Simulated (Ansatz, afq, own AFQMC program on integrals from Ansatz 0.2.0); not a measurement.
# SiGeH (doublet): AFQMC on the coupled-cluster ladder, cc-pVDZ, part 2 of 2

Ansatz 0.2.0, Gaussian basis, and an in-house AFQMC program (afq) on its integrals; all values are calculated; cc-pVDZ, frozen cores.

## Step 10: Phaseless AFQMC, CISD trial on UHF

It reads the integrals that the CCSD(T) run on this determinant wrote.

Launch:

```console
$ afq ham --method phaseless --trial cisd --walkers 60 --populations 1 --least-time 40 --time-step 0.005 --steps-per-block 50 --equilibration-blocks 28 --max-blocks 300 --target-error 0.00036 --factor-cut 1e-05 --start spin_pure --seed 5661 --release-times 0.24,0.51,0.99,1.62,2.4 --release-step 0.03 --release-every 4 --taylor-order 6
```

Log:

```text
orbitals 31  electrons 5 4  factors 234 of 556
reference energy -2364.75519884 Eh
CCSD correlation -0.18403993 Eh in 15 cycles, weight of the determinant in the CISD state 0.7508
energy of the start -2364.920555 Eh
 block  time / (1/Eh)  mean weight  energy / Eh
     1     0.250  1.0016  -2364.925193
     2     0.500  1.0000  -2364.929216
     3     0.750  0.9992  -2364.931974
     4     1.000  0.9974  -2364.936037
     5     1.250  1.0010  -2364.941064
     6     1.500  1.0002  -2364.942889
     7     1.750  0.9999  -2364.946560
     8     2.000  1.0003  -2364.954094
     9     2.250  0.9997  -2364.950442
    10     2.500  0.9986  -2364.953106
    17     4.250  1.0001  -2364.948218
    25     6.250  0.9988  -2364.944647
    33     8.250  0.9995  -2364.951046
    41    10.250  0.9983  -2364.950688
    49    12.250  1.0003  -2364.944967
    57    14.250  0.9995  -2364.950132
    65    16.250  0.9990  -2364.950980
    73    18.250  0.9996  -2364.948981
    81    20.250  0.9997  -2364.945396
    89    22.250  0.9992  -2364.943638
    97    24.250  0.9992  -2364.947565
   105    26.250  0.9981  -2364.946655
   113    28.250  1.0010  -2364.951533
   121    30.250  1.0004  -2364.947331
   129    32.250  0.9998  -2364.949480
   137    34.250  0.9989  -2364.942962
   145    36.250  1.0018  -2364.954704
   153    38.250  0.9996  -2364.946501
   161    40.250  1.0006  -2364.965278
   169    42.250  1.0014  -2364.945274
   177    44.250  0.9990  -2364.958920
   185    46.250  0.9983  -2364.954119
   193    48.250  1.0022  -2364.948605
   201    50.250  0.9980  -2364.955261
   209    52.250  0.9997  -2364.947886
   217    54.250  0.9982  -2364.948462
   225    56.250  0.9989  -2364.948844
   233    58.250  1.0007  -2364.953176
   241    60.250  0.9998  -2364.955668
   249    62.250  0.9997  -2364.958369
   257    64.250  0.9988  -2364.950754
   265    66.250  0.9985  -2364.953042
   273    68.250  1.0006  -2364.946542
   281    70.250  1.0018  -2364.945796
   289    72.250  0.9997  -2364.947064
   297    74.250  1.0000  -2364.944640
   305    76.250  1.0006  -2364.940542
   313    78.250  1.0003  -2364.950422
   321    80.250  1.0014  -2364.953363
blocks merged  error / Eh  count
     1  0.000293  300
     2  0.000384  150
     4  0.000501  75
     8  0.000555  37
    16  0.000595  18
    32  0.000639  9
released: time / (1/Eh)  energy / Eh  error  mean overlap
  0.24  -2364.949773  0.000763  1.0172
  0.51  -2364.950245  0.000641  1.0183
  0.99  -2364.950872  0.000551  1.0093
  1.62  -2364.951500  0.000589  1.0183
  2.40  -2364.952388  0.000740  1.0076
energy -2364.949488 +/- 0.000595 Eh
```

Wall time 3.4 min (1 thread of Intel Xeon 6975P-C (Granite Rapids), shared host).

Energy -64353.5540 ± 0.0162 eV. Caveats: constraint bias not in the error; error above the target.

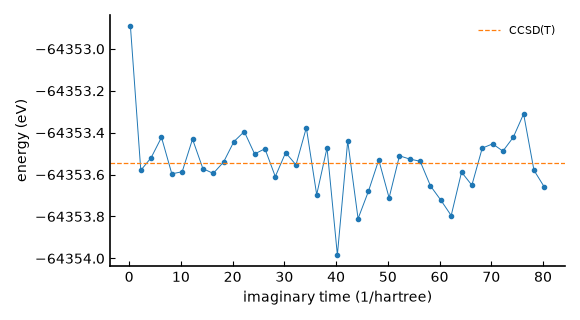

Block energies along the walk.

## Step 11: Phaseless AFQMC, single-determinant trial on UHF

It reads the integrals that the CCSD(T) run on this determinant wrote.

Launch:

```console
$ afq ham --method phaseless --trial hf --walkers 120 --populations 1 --least-time 40 --time-step 0.005 --steps-per-block 20 --equilibration-blocks 112 --max-blocks 600 --target-error 0.00108 --factor-cut 1e-05 --start spin_pure --seed 2270 --taylor-order 6
```

Log:

```text
orbitals 31  electrons 5 4  factors 234 of 556
reference energy -2364.75519884 Eh
CCSD correlation -0.18403993 Eh in 15 cycles, weight of the determinant in the CISD state 0.7508
energy of the start -2364.761343 Eh
 block  time / (1/Eh)  mean weight  energy / Eh
     1     0.100  0.9989  -2364.785152
     2     0.200  0.9995  -2364.803752
     3     0.300  1.0004  -2364.822542
     4     0.400  1.0008  -2364.835349
     5     0.500  1.0003  -2364.853148
     6     0.600  1.0016  -2364.869211
     7     0.700  1.0009  -2364.878048
     8     0.800  1.0010  -2364.884189
     9     0.900  1.0002  -2364.893914
    10     1.000  1.0010  -2364.889489
    18     1.800  1.0008  -2364.933433
    35     3.500  1.0010  -2364.922534
    52     5.200  0.9984  -2364.968122
    69     6.900  1.0001  -2364.978176
    86     8.600  0.9996  -2364.947196
   103    10.300  0.9995  -2364.978263
   120    12.000  1.0017  -2364.939353
   137    13.700  1.0001  -2364.930434
   154    15.400  1.0001  -2364.941354
   171    17.100  1.0003  -2364.940194
   188    18.800  0.9994  -2364.952304
   205    20.500  1.0012  -2364.928446
   222    22.200  0.9983  -2364.948506
   239    23.900  1.0020  -2364.958260
   256    25.600  0.9998  -2364.953474
   273    27.300  1.0004  -2364.967516
   290    29.000  1.0010  -2364.949400
   307    30.700  0.9978  -2364.953003
   324    32.400  1.0002  -2364.914757
   341    34.100  1.0000  -2364.957614
   358    35.800  0.9993  -2364.950481
   375    37.500  1.0002  -2364.953433
   392    39.200  1.0009  -2364.939499
   409    40.900  0.9998  -2364.922391
   426    42.600  1.0014  -2364.971734
   443    44.300  0.9996  -2364.946927
   460    46.000  1.0005  -2364.930410
   477    47.700  1.0015  -2364.932522
   494    49.400  1.0003  -2364.929698
   511    51.100  0.9990  -2364.956093
   528    52.800  1.0006  -2364.955058
   545    54.500  1.0002  -2364.956410
   562    56.200  0.9998  -2364.948586
   579    57.900  0.9984  -2364.938297
   596    59.600  0.9989  -2364.966543
   613    61.300  1.0026  -2364.952955
   630    63.000  1.0010  -2364.957166
   647    64.700  0.9993  -2364.930696
   664    66.400  0.9986  -2364.941178
   681    68.100  0.9990  -2364.954843
   698    69.800  1.0000  -2364.940379
blocks merged  error / Eh  count
     1  0.000560  600
     2  0.000757  300
     4  0.001011  150
     8  0.001317  75
    16  0.001632  37
    32  0.001811  18
    64  0.001758  9
energy -2364.947014 +/- 0.001811 Eh
```

Wall time 1.7 min (1 thread of Intel Xeon 6975P-C (Granite Rapids), shared host).

Energy -64353.4867 ± 0.0493 eV. Caveats: constraint bias not in the error; error above the target.

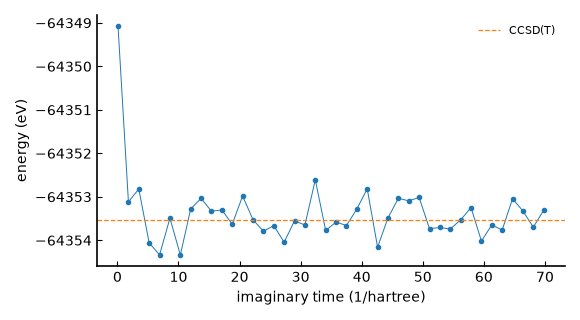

Block energies along the walk.

## Step 12: Free-projection AFQMC, CISD trial on UHF

It reads the integrals that the CCSD(T) run on this determinant wrote.

Launch:

```console
$ afq ham --method free --trial cisd --walkers 60 --time-step 0.03 --max-blocks 80 --target-error 0.00036 --factor-cut 1e-05 --seed 310 --times 0,0.3,0.6,1.2,1.8,2.4,3.6,4.8,6 --taylor-order 8
```

Log:

```text
orbitals 31  electrons 5 4  factors 234 of 556
reference energy -2364.75519884 Eh
CCSD correlation -0.18403993 Eh in 15 cycles, weight of the determinant in the CISD state 0.7508
repeat  energy at the last time / Eh  error
    10  -2364.951213  0.003002
    20  -2364.952731  0.001983
    30  -2364.952020  0.001397
    40  -2364.951640  0.001444
    50  -2364.952447  0.001335
    60  -2364.952342  0.001223
    70  -2364.953364  0.001195
    80  -2364.953644  0.001078
time / (1/Eh)  energy / Eh  error  mean overlap
  0.00  -2364.939341  0.000198  1.3329
  0.30  -2364.943904  0.000267  1.3381
  0.60  -2364.946320  0.000267  1.3434
  1.20  -2364.948587  0.000400  1.3685
  1.80  -2364.950297  0.000459  1.3701
  2.40  -2364.951694  0.000457  1.3593
  3.60  -2364.952389  0.000695  1.3484
  4.80  -2364.951235  0.001000  1.3870
  6.00  -2364.953644  0.001078  1.3847
energy -2364.953644 +/- 0.001078 Eh
```

Run time: 2.6 min. Hardware: 1 thread of Intel Xeon 6975P-C (Granite Rapids), shared host.

Energy -64353.6671 ± 0.0293 eV. Caveats: remainder of the start not in the error; start is not spin pure; error above the target.

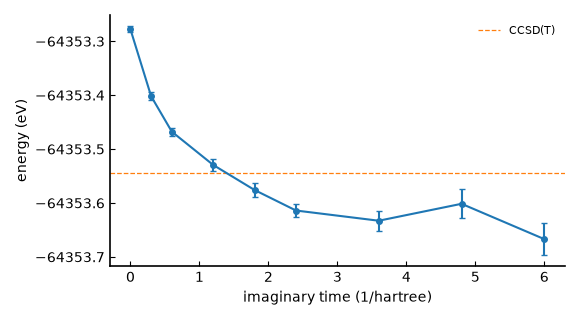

Energy against projection time, with error bars.

## Step 13: All levels side by side

On the UHF determinant, counted from CCSDT(Q) (a yardstick, not exact):

| level | energy (eV) | from CCSDT(Q) (kcal/mol) | statistical error (kcal/mol) | time |
| --- | --- | --- | --- | --- |
| HF | -64348.2671 | +123.77 |  |  |
| MP2 | -64352.1690 | +33.79 |  |  |
| CCSD | -64353.2751 | +8.28 |  |  |
| CCSD(T) | -64353.5451 | +2.05 |  |  |
| CCSDT(Q) | -64353.6341 | 0.00 |  |  |
| Phaseless AFQMC, CISD trial, step 0.005, 60 walkers | -64353.5540 | +1.85 | 0.37 | 3.4 min |
| Phaseless AFQMC, single-determinant trial, step 0.005, 120 walkers | -64353.4867 | +3.40 | 1.14 | 1.7 min |
| Free-projection AFQMC, CISD trial, step 0.03, 60 walkers | -64353.6671 | -0.76 | 0.68 | 2.6 min |

The functionals' totals stand on their own zeros and serve differences with other points: PBE -64396.069 eV; r2SCAN -64407.458 eV; PBE0 -64398.063 eV; B3LYP -64410.357 eV; wB97M-V -64404.690 eV; B2PLYP -64393.722 eV.

## Step 14: Summary of results

This closing draws on all 2 parts.

| quantity | value |
| --- | --- |
| CCSD(T) on UHF from CCSDT(Q) | +2.05 kcal/mol |
| Phaseless AFQMC, CISD trial on UHF from CCSDT(Q) | +1.85 ± 0.37 kcal/mol |
| Phaseless AFQMC, single-determinant trial on UHF from CCSDT(Q) | +3.40 ± 1.14 kcal/mol |
| Free-projection AFQMC, CISD trial on UHF from CCSDT(Q) | -0.76 ± 0.68 kcal/mol |

**Reading.** On UHF the phaseless walk with the CISD trial lies +1.85 kcal/mol from CCSDT(Q), 5 times its error bar. Free projection has no constraint; at the last time it gives -0.76 ± 0.68 kcal/mol, and from a start that isn't spin pure other spins can mix in. Error bars are statistical and leave out the constraint, the time step and what remains of the start.
